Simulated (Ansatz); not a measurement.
LaGaO3 (space group R-3c)

```cif
data_Ga6La6O18
_chemical_formula_sum 'La6 Ga6 O18'
_space_group_name_H-M_alt 'R-3c :H'
_space_group_IT_number 167
_space_group_name_Hall '-R 3 2"c'
_cell_length_a 5.52255
_cell_length_b 5.52255
_cell_length_c 13.27349
_cell_angle_alpha 90.000
_cell_angle_beta 90.000
_cell_angle_gamma 120.000
loop_
_atom_site_label
_atom_site_type_symbol
_atom_site_symmetry_multiplicity
_atom_site_Wyckoff_symbol
_atom_site_fract_x
_atom_site_fract_y
_atom_site_fract_z
_atom_site_occupancy
La1 La 6 a 0.00000 0.00000 0.25000 1
Ga1 Ga 6 b 0.00000 0.00000 0.00000 1
O1 O 18 e 0.43459 0.43459 0.25000 1
```
(The calculation used a cell of 10 atoms; values per cell refer to that cell.)

The volume is varied about the relaxed value V₀ at fixed cell shape. The atoms relax within the cell's symmetry.

Computed with PBEsol (plane waves to 420 eV, PAW, scalar-relativistic; Ansatz, a first-principles code). k mesh 7×7×7 (Γ-centred), Fermi-Dirac smearing 0.05 eV. E stands for the smeared free energy. With the shape held, the modulus is that of even scaling; a crystal free to change shape is softer. LaGaO3 is run without spin polarisation. LaGaO3 was relaxed with its symmetry unable to fall. This is one of several known forms of LaGaO3; the measured ambient cells at hand have space group No. 62. The zero of ΔE is the relaxed starting cell.

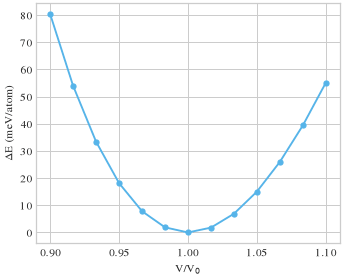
ΔE (meV/atom) against V/V₀; one marker a computed point.

Task: What is ΔE at V/V₀ = 1.100?

Result: About 55 meV/atom.

Task: What is ΔE at V/V₀ = 0.900?

Result: About 80 meV/atom.

Task: What bulk modulus at fixed cell shape B₀ follows from a third-order Birch-Murnaghan fit?

Result: About 180 GPa.

(A scan under strain: stresses follow from slopes of the energy per volume, elastic moduli from its curvatures.)
